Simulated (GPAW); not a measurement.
# Work function of Ga2STe monolayer at several levels

How far do functional and basis move the work function of Ga2STe monolayer? Where a layer proves gapped, the work function hangs on where the smearing puts the Fermi level, and the band edges take its place.

Main program and level: GPAW 26.7.0; GPAW, PAW setups; layer in a repeated cell with vacuum, relaxation of atoms and in-plane cell, in the first sound run; inputs show where later runs differ.

## 1. Set-up

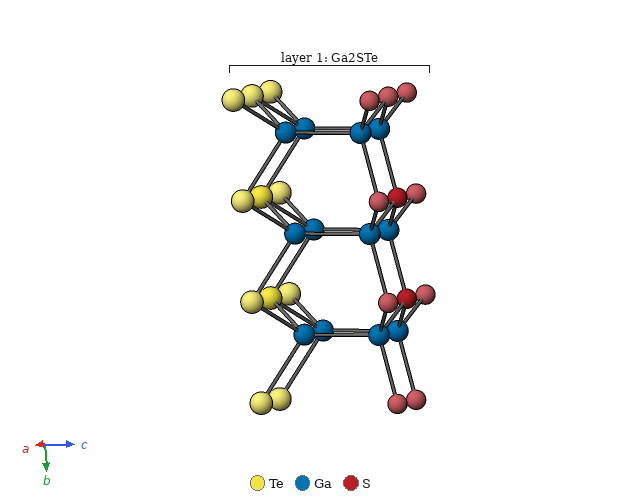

The starting structure, seen from the side, with the c axis across the page (tellurium yellow, gallium blue, sulfur red). 1×2×1 cells are drawn. Some periodic images of atoms are drawn too.

The cell holds 4 atoms: 1 Te, 2 Ga and 1 S. Its edges and angles: a = 3.845 Å, b = 3.845 Å, c = 20.451 Å, α = 90.0°, β = 90.0°, γ = 120.0°. Vacuum lies along c.

## 2. Relaxing the atoms

The atoms are relaxed first, since the surface dipole, and with it the work function, follows the positions of the outer layers.

run.py

```python
import json
import numpy as np
from ase import Atoms
from ase.filters import FrechetCellFilter
from ase.optimize import BFGS
from gpaw import GPAW, PW

slab = Atoms(
    ['Te', 'Ga', 'Ga', 'S'],
    positions=[
        [-0.00000, 2.22014, 8.00000],
        [0.00000, 0.00000, 9.40992],
        [0.00000, 0.00000, 11.84992],
        [-0.00000, 2.22014, 12.45072]],
    cell=[[3.8454, 0.0, 0.0], [-1.9227, 3.33021, 0.0], [0.0, 0.0, 20.4507]],
    pbc=[True, True, True])

slab.calc = GPAW(mode=PW(600), xc='PBE', kpts={'size': (9, 9, 1), 'gamma': True},
                 occupations={'name': 'fermi-dirac', 'width': 0.05}, nbands='200%',
                 convergence={'density': 1e-05}, maxiter=200,
                 symmetry={'tolerance': 1e-3}, txt='slab.txt')
result = {}
# The in-plane cell is free; stress needs a cell that repeats along all three vectors
path = []
opt = BFGS(FrechetCellFilter(slab, mask=[1, 1, 0, 0, 0, 1]), maxstep=0.2)
opt.attach(lambda: path.append((slab.get_potential_energy(), slab.positions.tolist(), slab.get_forces().tolist())))
result['relaxed'] = bool(opt.run(fmax=0.02, steps=45))
result['path'] = path
result['cell'] = slab.cell.tolist()
print('in-plane lattice', slab.cell.cellpar().round(4)[[0, 1, 5]])
energy = slab.get_potential_energy()
fermi = slab.calc.get_fermi_level()
v = slab.calc.get_electrostatic_potential().mean((0, 1)) - fermi
n = slab.calc.get_pseudo_density().mean((0, 1))
L = slab.cell[2, 2]
z = np.arange(len(v)) * L / len(v)
low, high = slab.positions[:, 2].min(), slab.positions[:, 2].max()
below, above = np.interp([low - 5.8, high + 5.8], z, v)
slopes = [np.interp(x, z, np.gradient(v, z)) for x in (low - 5.8, high + 5.8)]
eps = np.array([[slab.calc.get_eigenvalues(k, s) for k in range(len(slab.calc.get_ibz_k_points()))]
                for s in range(slab.calc.get_number_of_spins())]) - fermi
top, bottom = eps[eps < 0].max(), eps[eps > 0].min()
dipole = slab.get_dipole_moment()[2]
print(f'energy {energy:.4f} eV, Fermi level {fermi:.4f} eV, dipole {dipole:.5f} e A')
print(f'potential 5.8 A off the faces, from the Fermi level: lower {below:.4f} eV, upper {above:.4f} eV')
print(f'slope of the potential there: lower {slopes[0]:.5f}, upper {slopes[1]:.5f} eV/A')
print(f'nearest levels on the mesh: {top:.4f} and {bottom:.4f} eV')
print('magnetic moment', round(slab.get_magnetic_moment(), 3))
result.update(energy=energy, fermi=fermi, dipole=dipole, below=below, above=above, slopes=slopes, edges=[top, bottom],
              z=z.tolist(), v=v.tolist(), n=n.tolist(), positions=slab.positions.tolist(),
              forces=slab.get_forces(apply_constraint=False).tolist(), moments=slab.get_magnetic_moments().tolist())
json.dump(result, open('result.json', 'w'))
```

The run is started by

```
$ OMP_NUM_THREADS=1 OPENBLAS_NUM_THREADS=1 python run.py
```

Log:

```text
Step          Energy          fmax
BFGS:    0      -14.442941        1.915360
BFGS:    1      -14.560099        1.697413
BFGS:    2      -14.836223        0.883016
BFGS:    3      -14.852684        0.590770
BFGS:    4      -14.871499        0.303238
BFGS:    5      -14.877030        0.344986
BFGS:    6      -14.881985        0.317505
BFGS:    7      -14.887488        0.223408
BFGS:    8      -14.891420        0.134869
BFGS:    9      -14.893207        0.129425
BFGS:   10      -14.894323        0.109034
BFGS:   11      -14.895631        0.122683
BFGS:   12      -14.896970        0.113710
BFGS:   13      -14.897612        0.049008
BFGS:   14      -14.897727        0.007777
in-plane lattice [  3.8997   3.8997 120.    ]
energy -14.8977 eV, Fermi level -1.0721 eV, dipole -0.07135 e A
potential 5.8 A off the faces, from the Fermi level: lower 4.6498 eV, upper 4.8415 eV
slope of the potential there: lower -0.04746, upper -0.04764 eV/A
nearest levels on the mesh: -0.4850 and 0.4496 eV
magnetic moment 0.0
```

It took 9.7 min on 1 thread of Arm Neoverse V1, shared host; peak memory 0.46 GiB.

This step gave:

```
dipole along the normal                    : -0.07135 e·Å
levels nearest the Fermi level on the mesh : -0.4850, 0.4496 eV from the Fermi level
```

The electrostatic potential energy of an electron (without an applied field's), less the Fermi level, planar mean by z:

| z (Å) | electrostatic potential energy of an electron (without an applied field's), less the Fermi level, planar mean (eV) |
| --- | --- |
| 0 | 4.75 |
| 2 | 4.66 |
| 4 | 4.56 |
| 6 | 4.21 |
| 8 | -16.7 |
| 10 | -0.407 |
| 12 | -9.32 |
| 14 | 4.28 |
| 16 | 4.96 |
| 18 | 4.87 |
| 20 | 4.77 |

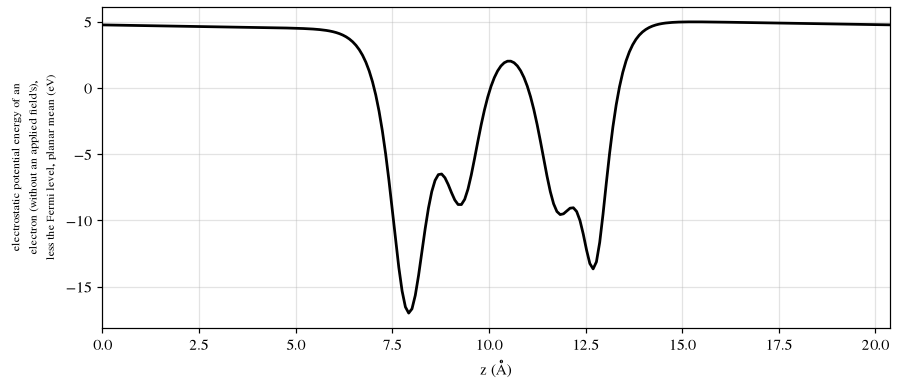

Electrostatic potential energy of an electron (without an applied field's), less the Fermi level, planar mean, plotted against z.

The pseudo valence density, planar mean oscillates, so the rows of the table below give means over windows of 1.28 Å about each position, cut where the curve ends. Its maxima inside the range that stand out by 2 % of the span (Å: e/Å³): 7.3: 0.245, 8.5: 0.349, 9.9: 0.143, 11.2: 0.149, 12.4: 0.394. Its minima: 7.8: 0.109, 9.4: 0.0400, 10.6: 0.0907, 11.8: 0.0770.

Pseudo valence density, planar mean against z; means over each step:

| z (Å) | pseudo valence density, planar mean (e/Å³) |
| --- | --- |
| 3.20 | 7.5e-6 |
| 4.48 | 2.6e-4 |
| 5.76 | 0.00966 |
| 7.04 | 0.151 |
| 8.32 | 0.241 |
| 9.60 | 0.111 |
| 10.88 | 0.113 |
| 12.16 | 0.255 |
| 13.44 | 0.180 |
| 14.72 | 0.00827 |
| 16.00 | 1.7e-4 |
| 17.28 | 4.3e-6 |

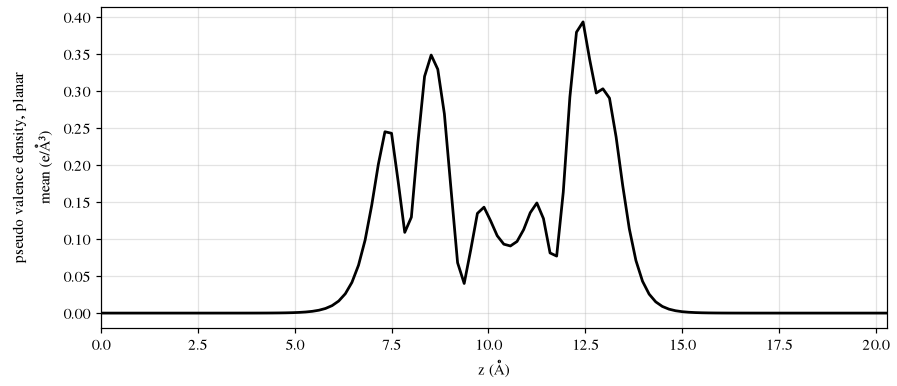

Pseudo valence density, planar mean, plotted against z.

The relaxation lowered the energy of the cell by 0.455 eV (energies extrapolated to zero smearing; the optimiser's log prints free energies). The largest force left on a free atom is 0.0078 eV/Å.

## 3. The slab's potential

With the geometry fixed, the planar mean of the potential gives the vacuum level on each side.

This step: GPAW, PAW setups; slab in vacuum (GPAW 26.7.0).

The cell differs from the one that the last finished run ended in (c 20.451 → 20.820 Å).

Edit run.py of step 2 so:

```diff
@@ -3,4 +3,2 @@
 from ase import Atoms
-from ase.filters import FrechetCellFilter
-from ase.optimize import BFGS
 from gpaw import GPAW, PW
@@ -10,22 +8,15 @@
     positions=[
-        [-0.00000, 2.22014, 8.00000],
-        [0.00000, 0.00000, 9.40992],
-        [0.00000, 0.00000, 11.84992],
-        [-0.00000, 2.22014, 12.45072]],
-    cell=[[3.8454, 0.0, 0.0], [-1.9227, 3.33021, 0.0], [0.0, 0.0, 20.4507]],
-    pbc=[True, True, True])
+        [-0.00000, 2.25149, 8.00000],
+        [0.00000, -0.00000, 9.37638],
+        [0.00000, 0.00000, 11.85089],
+        [-0.00000, 2.25149, 12.81958]],
+    cell=[[3.8997, -0.0, 0.0], [-1.94985, 3.37723, 0.0], [0.0, 0.0, 20.8196]],
+    pbc=[True, True, False])
 
-slab.calc = GPAW(mode=PW(600), xc='PBE', kpts={'size': (9, 9, 1), 'gamma': True},
+slab.calc = GPAW(mode=PW(400), xc='PBE', kpts={'size': (9, 9, 1), 'gamma': True},
                  occupations={'name': 'fermi-dirac', 'width': 0.05}, nbands='200%',
                  convergence={'density': 1e-05}, maxiter=200,
+                 poissonsolver={'dipolelayer': 'xy'},
                  symmetry={'tolerance': 1e-3}, txt='slab.txt')
 result = {}
-# The in-plane cell is free; stress needs a cell that repeats along all three vectors
-path = []
-opt = BFGS(FrechetCellFilter(slab, mask=[1, 1, 0, 0, 0, 1]), maxstep=0.2)
-opt.attach(lambda: path.append((slab.get_potential_energy(), slab.positions.tolist(), slab.get_forces().tolist())))
-result['relaxed'] = bool(opt.run(fmax=0.02, steps=45))
-result['path'] = path
-result['cell'] = slab.cell.tolist()
-print('in-plane lattice', slab.cell.cellpar().round(4)[[0, 1, 5]])
 energy = slab.get_potential_energy()
```

Log:

```text
energy -14.8746 eV, Fermi level -1.1445 eV, dipole -0.04767 e A
potential 5.8 A off the faces, from the Fermi level: lower 4.4330 eV, upper 5.0797 eV
slope of the potential there: lower 0.00009, upper -0.00010 eV/A
nearest levels on the mesh: -0.4902 and 0.4548 eV
magnetic moment 0.0
```

Elapsed: 27 s, on 1 thread; peak memory 0.2 GiB.

Numbers from this step:

- dipole along the normal: -0.04767 e·Å
- levels nearest the Fermi level on the mesh: -0.4902, 0.4548 eV from the Fermi level
- upper work function: 5.080 eV
- lower work function: 4.433 eV
- upper ionisation energy: 5.570 eV

Table of electrostatic potential energy of an electron (without an applied field's), less the Fermi level, planar mean by z:

| z (Å) | electrostatic potential energy of an electron (without an applied field's), less the Fermi level, planar mean (eV) |
| --- | --- |
| 0 | 4.76 |
| 2 | 4.43 |
| 4 | 4.43 |
| 6 | 4.23 |
| 8 | -16.9 |
| 10 | -1.31 |
| 12 | -9.51 |
| 14 | 4.08 |
| 16 | 5.08 |
| 18 | 5.08 |
| 20 | 5.08 |

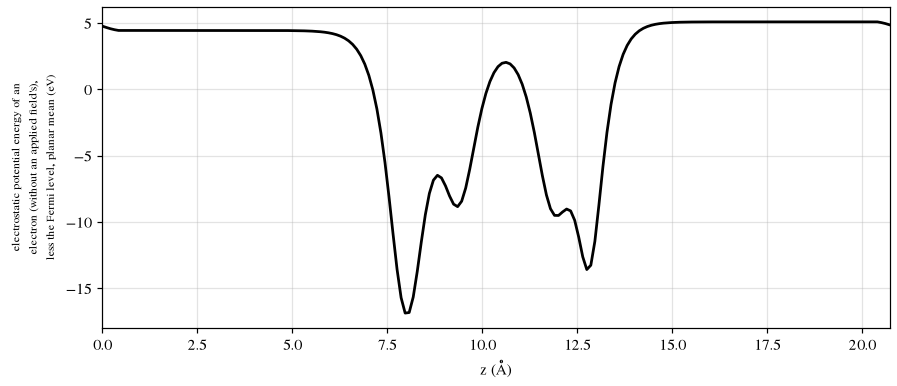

Electrostatic potential energy of an electron (without an applied field's), less the Fermi level, planar mean against z.

The pseudo valence density, planar mean oscillates, so the rows of the table below give means over windows of 1.27 Å about each position, cut where the curve ends. Its maxima inside the range that stand out by 2 % of the span (Å: e/Å³): 7.4: 0.248, 8.7: 0.341, 10.0: 0.142, 11.3: 0.146, 12.5: 0.392. Its minima: 8.1: 0.121, 9.3: 0.0474, 10.6: 0.0906, 11.7: 0.0787.

Table of pseudo valence density, planar mean by z; means over each step:

| z (Å) | pseudo valence density, planar mean (e/Å³) |
| --- | --- |
| 3.17 | 5.8e-6 |
| 4.45 | 1.9e-4 |
| 5.71 | 0.00674 |
| 6.98 | 0.132 |
| 8.26 | 0.236 |
| 9.53 | 0.127 |
| 10.79 | 0.112 |
| 12.06 | 0.226 |
| 13.33 | 0.221 |
| 14.61 | 0.0152 |
| 15.88 | 3.2e-4 |
| 17.15 | 7.7e-6 |

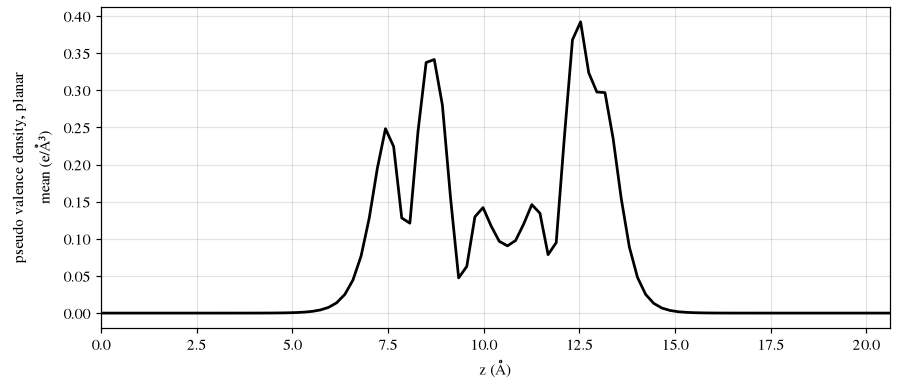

Pseudo valence density, planar mean, plotted against z.

The layer is gapped, so the Fermi level lies somewhere inside the gap, set by smearing and numerics, and these work functions are no property of the material; the band edges below the vacuum level are. The potential is flat to 1.0e-4 eV/Å where it is read, so the vacuum is wide enough.

## 4. Self-consistent run: xc = "RPBE"

The same geometry under RPBE, to see how far the functional moves the levels against the vacuum.

Edit run.py of step 3 so:

```diff
@@ -15,3 +15,3 @@
 
-slab.calc = GPAW(mode=PW(400), xc='PBE', kpts={'size': (9, 9, 1), 'gamma': True},
+slab.calc = GPAW(mode=PW(400), xc='RPBE', kpts={'size': (9, 9, 1), 'gamma': True},
                  occupations={'name': 'fermi-dirac', 'width': 0.05}, nbands='200%',
```

Log:

```text
energy -13.6910 eV, Fermi level -1.0129 eV, dipole -0.04813 e A
potential 5.8 A off the faces, from the Fermi level: lower 4.3092 eV, upper 4.9622 eV
slope of the potential there: lower 0.00009, upper -0.00010 eV/A
nearest levels on the mesh: -0.5339 and 0.4986 eV
magnetic moment 0.0
```

The job ended after 27 s (1 thread; peak memory 0.2 GiB).

Numbers from this step:

* dipole along the normal: -0.04813 e·Å
* levels nearest the Fermi level on the mesh: -0.5339, 0.4986 eV from the Fermi level
* upper work function: 4.962 eV
* lower work function: 4.309 eV
* upper ionisation energy: 5.496 eV

Table of electrostatic potential energy of an electron (without an applied field's), less the Fermi level, planar mean by z:

| z (Å) | electrostatic potential energy of an electron (without an applied field's), less the Fermi level, planar mean (eV) |
| --- | --- |
| 0 | 4.64 |
| 1 | 4.31 |
| 2 | 4.31 |
| 3 | 4.31 |
| 4 | 4.31 |
| 5 | 4.30 |
| 6 | 4.10 |
| 7 | 1.01 |
| 8 | -17.0 |
| 9 | -7.27 |
| 10 | -1.49 |
| 11 | 0.510 |
| 12 | -9.67 |
| 13 | -10.5 |
| 14 | 3.96 |
| 15 | 4.91 |
| 16 | 4.96 |
| 17 | 4.96 |
| 18 | 4.96 |
| 19 | 4.96 |
| 20 | 4.96 |

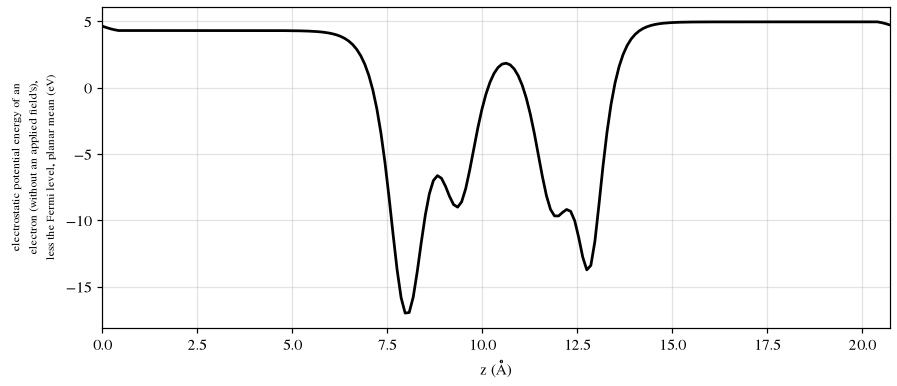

Electrostatic potential energy of an electron (without an applied field's), less the Fermi level, planar mean, plotted against z.

The pseudo valence density, planar mean oscillates, so the rows of the table below give means over windows of 1.27 Å about each position, cut where the curve ends. Its maxima inside the range that stand out by 2 % of the span (Å: e/Å³): 7.4: 0.248, 8.7: 0.341, 10.0: 0.141, 11.3: 0.145, 12.5: 0.392. Its minima: 8.1: 0.122, 9.3: 0.0480, 10.6: 0.0909, 11.7: 0.0788.

Pseudo valence density, planar mean against z; means over each step:

| z (Å) | pseudo valence density, planar mean (e/Å³) |
| --- | --- |
| 3.17 | 6.5e-6 |
| 4.45 | 2.1e-4 |
| 5.71 | 0.00670 |
| 6.98 | 0.132 |
| 8.26 | 0.236 |
| 9.53 | 0.127 |
| 10.79 | 0.112 |
| 12.06 | 0.226 |
| 13.33 | 0.221 |
| 14.61 | 0.0152 |
| 15.88 | 3.4e-4 |
| 17.15 | 8.4e-6 |

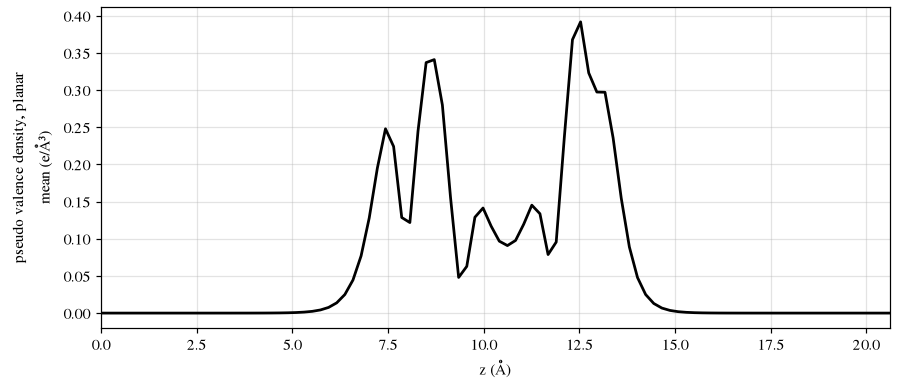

Pseudo valence density, planar mean, plotted against z.

Force by atom:

| atom | x (eV/Å) | y (eV/Å) | z (eV/Å) | size |
| --- | --- | --- | --- | --- |
| Te1 | 0.000 | 0.000 | -0.185 | 0.185 |
| Ga2 | 0.000 | 0.000 | 0.014 | 0.014 |
| Ga3 | 0.000 | 0.000 | 0.045 | 0.045 |
| S4 | 0.000 | 0.000 | 0.126 | 0.126 |

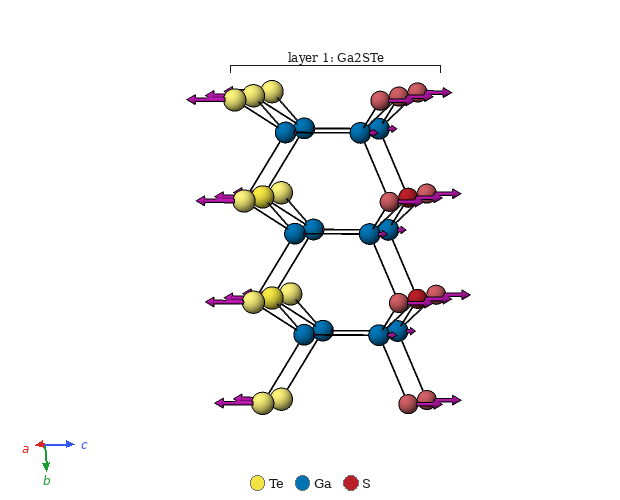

Force as arrows, the longest 0.185 eV/Å. 1×2×1 cells are drawn. Some periodic images of atoms are drawn too.

The highest filled level lies 0.534 eV under the Fermi level, so the ionisation energy from the upper face is 4.962 + 0.534 = 5.496 eV, against 5.570 eV in the base run.

## 5. Self-consistent run: xc = "revPBE"

The same geometry under revPBE, to see how far the functional moves the levels against the vacuum.

Edit run.py of step 4 so:

```diff
@@ -15,3 +15,3 @@
 
-slab.calc = GPAW(mode=PW(400), xc='RPBE', kpts={'size': (9, 9, 1), 'gamma': True},
+slab.calc = GPAW(mode=PW(400), xc='revPBE', kpts={'size': (9, 9, 1), 'gamma': True},
                  occupations={'name': 'fermi-dirac', 'width': 0.05}, nbands='200%',
```

Log:

```text
energy -13.8493 eV, Fermi level -1.0291 eV, dipole -0.04773 e A
potential 5.8 A off the faces, from the Fermi level: lower 4.3154 eV, upper 4.9629 eV
slope of the potential there: lower 0.00009, upper -0.00010 eV/A
nearest levels on the mesh: -0.5249 and 0.4896 eV
magnetic moment 0.0
```

Elapsed: 27 s, on 1 thread; peak memory 0.2 GiB.

Numbers from this step:

* dipole along the normal: -0.04773 e·Å
* levels nearest the Fermi level on the mesh: -0.5249, 0.4896 eV from the Fermi level
* upper work function: 4.963 eV
* lower work function: 4.315 eV
* upper ionisation energy: 5.488 eV

The highest filled level lies 0.525 eV under the Fermi level, so the ionisation energy from the upper face is 4.963 + 0.525 = 5.488 eV, against 5.570 eV in the base run.

## 6. OptPBE vdW: xc = "optPBE-vdW"

The same geometry under optPBE-vdW, to see how far the functional moves the levels against the vacuum (the van der Waals functionals take revPBE setups).

Edit run.py of step 5 so:

```diff
@@ -15,3 +15,3 @@
 
-slab.calc = GPAW(mode=PW(400), xc='revPBE', kpts={'size': (9, 9, 1), 'gamma': True},
+slab.calc = GPAW(mode=PW(400), xc='optPBE-vdW', kpts={'size': (9, 9, 1), 'gamma': True},
                  occupations={'name': 'fermi-dirac', 'width': 0.05}, nbands='200%',
```

Log:

```text
energy -58.0784 eV, Fermi level -1.2792 eV, dipole -0.04852 e A
potential 5.8 A off the faces, from the Fermi level: lower 4.6307 eV, upper 5.2891 eV
slope of the potential there: lower 0.00008, upper -0.00010 eV/A
nearest levels on the mesh: -0.5016 and 0.4661 eV
magnetic moment 0.0
```

It took 36 s on 1 thread; peak memory 0.37 GiB.

Numbers from this step:

| Property | Result |
| --- | --- |
| dipole along the normal | -0.04852 e·Å |
| levels nearest the Fermi level on the mesh | -0.5016, 0.4661 eV from the Fermi level |
| upper work function | 5.289 eV |
| lower work function | 4.631 eV |
| upper ionisation energy | 5.791 eV |

The highest filled level lies 0.502 eV under the Fermi level, so the ionisation energy from the upper face is 5.289 + 0.502 = 5.791 eV, against 5.570 eV in the base run.

(Continued in part 2 of 2.)

[Logs are printed without paths, hosts, clocks, repeated set-up lines and the standing remarks that a program may print on its own settings, such as how far it seeks lower states.]

[Hosts, paths, dates, database ids (printed as entryN), source tags and the programs' standing remarks are cut or masked in the printed files.]
